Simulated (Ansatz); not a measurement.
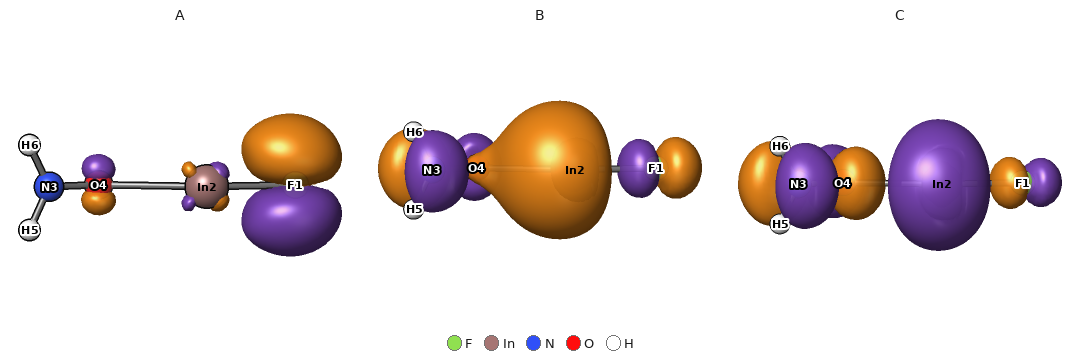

Figure. FH$_{2}$InNO (SMILES N[O][In+][F]) (charge +1). Three frontier orbitals at ±0.1 Å⁻³ᐟ² (orange and purple are the two phases), in no order.

Geometry: B3LYP-D3(BJ)/def2-SVP; core potentials replace the inner electrons of In.

The calculation used isolated molecule in a Gaussian basis; Kohn-Sham density functional theory, functional PBE0 in Ansatz.

```yaml
atoms:
  - { symbol: F, position_ang: [0.5076, -3.2699, 1.1541] }
  - { symbol: In, position_ang: [0.1544, -1.3676, 1.3854] }
  - { symbol: N, position_ang: [-0.0250, 1.9073, 0.9306] }
  - { symbol: O, position_ang: [0.3385, 0.8017, 0.4855] }
  - { symbol: H, position_ang: [-0.9781, 2.2479, 0.7384] }
  - { symbol: H, position_ang: [0.6070, 2.4463, 1.5402] }
```

### Order the three orbitals by energy and name them.

A is the HOMO−1 (−14.95 eV). It lies mainly on F1 (about 90 %); largely a lone pair of F1. B is the HOMO (−12.68 eV). It lies mainly on In2 (about 45 %), N3 (about 25 %), F1 (about 15 %) and O4 (about 15 %). C is the LUMO (−9.78 eV). By Hirshfeld shares it lies mainly on O4 (about 30 %), In2 (about 30 %), N3 (about 25 %) and F1 (about 10 %).

### What is the HOMO–LUMO gap?

2.90 eV between the orbital energies.
